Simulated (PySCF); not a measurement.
The calculation's input:

```
{"job": {"kind": "uv", "xc": "wB97X-D", "basis": "def2-SVPD", "dynamic": true, "nstates": 6, "ntriplets": 0}, "charge": 1, "multiplicity": 1}
C      2.674857     0.376033    -0.495894
O      1.500692    -0.428209    -0.390068
C      0.354922     0.106458    -0.061943
C      0.111519     1.456778     0.214186
C     -1.169348     1.856651     0.553969
C     -2.205993     0.917510     0.618474
C     -1.918278    -0.395822     0.336081
N     -0.665903    -0.790354     0.002275
C     -0.382112    -2.198086    -0.292713
H      2.555477     1.127570    -1.290023
H      2.899026     0.858160     0.466827
H      3.482311    -0.314475    -0.759469
H      0.928347     2.175120     0.159461
H     -1.365940     2.909026     0.771514
H     -3.224377     1.202035     0.883783
H     -2.671924    -1.183963     0.363516
H      0.044292    -2.284893    -1.299857
H     -1.317800    -2.762412    -0.231231
H      0.342040    -2.589140     0.433599
```

Run with:

```sh
OMP_NUM_THREADS=1 python probes_run.py task.json out
```

Geometry: PBE0-D3(BJ)/def2-SVP.

Computed with wB97X-D/def2-SVPD, SCF density, gas phase (PySCF 2.14.0).

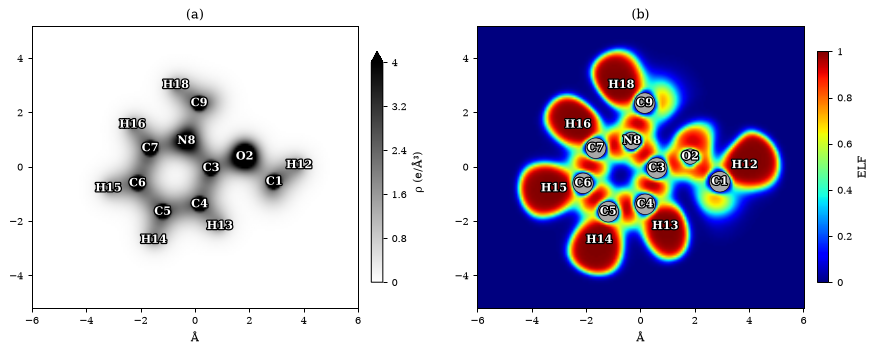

C$_{7}$H$_{10}$NO (charge +1). (a) electron density; (b) electron localisation function on the plane of atoms C6, C5 and H14. Grey discs cover the atomic cores in the ELF map.

Question: What do the fields say about this system?

Answer: The section cuts through C, O, N and H sites.
C–O (1.31 Å): ρ is about 2.6 e/Å³ halfway; the ELF peaks at about 0.90 between the atoms: a polar covalent bond.
C–N (1.35 Å): ρ is about 2.3 e/Å³ halfway; the ELF peaks at about 0.95 between the atoms: a covalent bond.
C–C (1.37 Å): ρ at the midpoint is about 2.2 e/Å³; the ELF peaks at about 0.95 between the atoms: a covalent bond.
C–H (1.09 Å): the density is about 2 e/Å³ at the midpoint; the ELF climbs to about 1 towards the hydrogen, as it does in any bond to H (an ordinary covalent bond to hydrogen).
C–O (1.43 Å): ρ is about 1.9 e/Å³ halfway, with its minimum of 1.6 e/Å³ about 0.5 Å from C; the ELF peaks at about 0.90 between the atoms: a polar covalent bond.
The ELF also peaks beside O2, away from the bonds: lone-pair regions.
